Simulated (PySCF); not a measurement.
# C6H7FNSi (doublet): what the fields show

```xyz
16

C     2.5208   -0.9527   -0.4117
C     1.2029   -0.8549   -0.2566
C     0.4825    0.3529    0.0389
C     0.9625    1.6306    0.2600
C    -0.1649    2.4148    0.5054
C    -1.2849    1.6639    0.4386
N    -0.9002    0.3656    0.1491
Si   -1.9910   -0.9794   -0.0415
F    -3.4415   -0.3346    0.1820
H     2.9905   -1.8945   -0.6324
H     3.1709   -0.1004   -0.3240
H     0.5858   -1.7401   -0.3546
H     1.9854    1.9447    0.2477
H    -2.3160    1.9168    0.5674
H    -1.8257   -1.9495    1.0279
H    -1.9847   -1.4743   -1.4077
```

Geometry: GFN2-xTB.

The calculation used UKS B3LYP, pcH-1 on C F H N Si, non-relativistic, mean-field spin-orbit, GIAO (PySCF 2.14.0, density-fitted response routines).

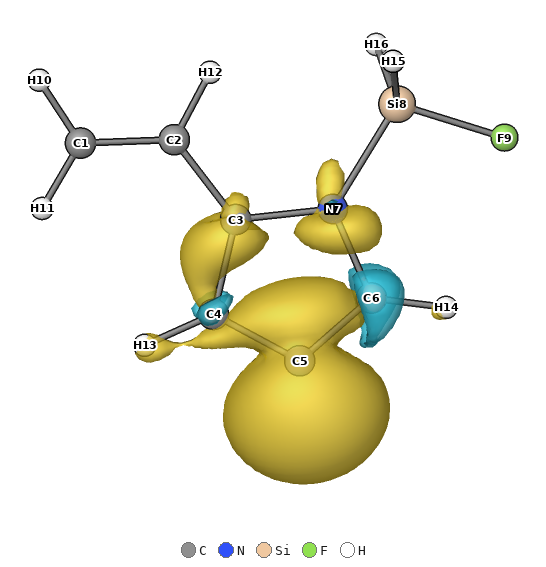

Figure 1. Isosurfaces of the spin density (α minus β) at +0.015 (yellow) and −0.015 e/Å³ (cyan), seen across its widest extent.

> Where is the unpaired spin?

The unpaired spin (1 electron) lies mostly on C5 (about 0.8), in electrons by Hirshfeld's partition.

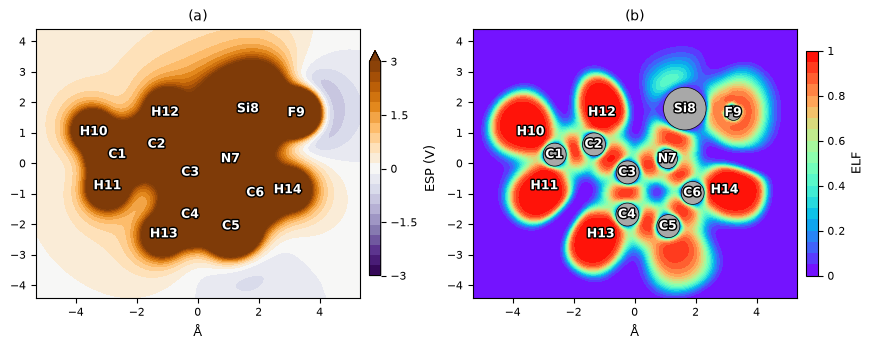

Figure 2. (a) electrostatic potential; (b) ELF on the plane of atoms H10, C1 and H11. Grey discs cover the atomic cores in the ELF map.

> What does the map show?

- The plane passes through C, N, Si, F and H nuclei.
- C–C (1.33 Å): the ELF peaks at about 0.95 between the atoms; a multiple bond.
- C–N (1.38 Å): the ELF peaks at about 0.90 between the atoms: a covalent bond.
- Si–F (1.60 Å): the ELF peaks at about 0.85 in the valence shell of F, 0.5 Å from its nucleus, and is about 0.50 at the midpoint.
- Si–N (1.74 Å): the ELF peaks at about 0.95 between the atoms: a polar covalent bond.
- C–H (1.07 Å): the ELF climbs to about 1 towards the hydrogen, as it does in any bond to H (a covalent bond by its length).
- The ELF also peaks beside C5 and F9, away from the bonds: non-bonding electrons, paired or unpaired.
- Outside the dense part of the molecule the potential is most negative (−0.8 V) near F9.

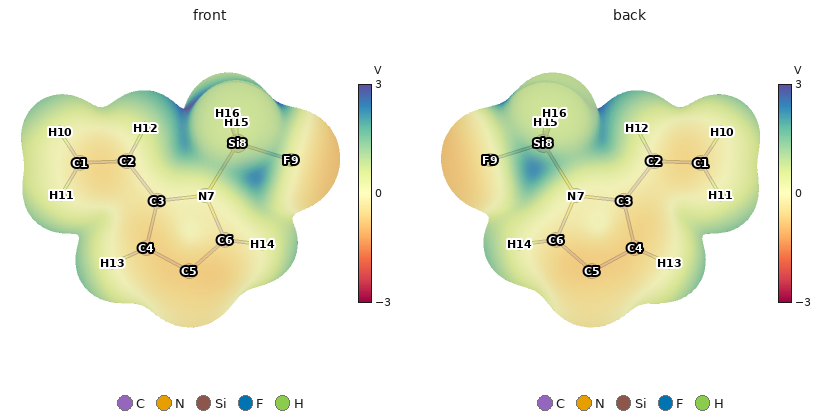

Figure 3. The electrostatic potential painted on the density surface at 0.004 e/bohr³, seen from the front and from behind; red is negative and blue positive.

> Which sites attract a positive test charge, and which a negative one?

A positive charge is drawn to the negative regions and a negative charge to the positive ones. The most negative region (about −0.8 V) lies over F9, the most positive (about +2.9 V) over Si8.
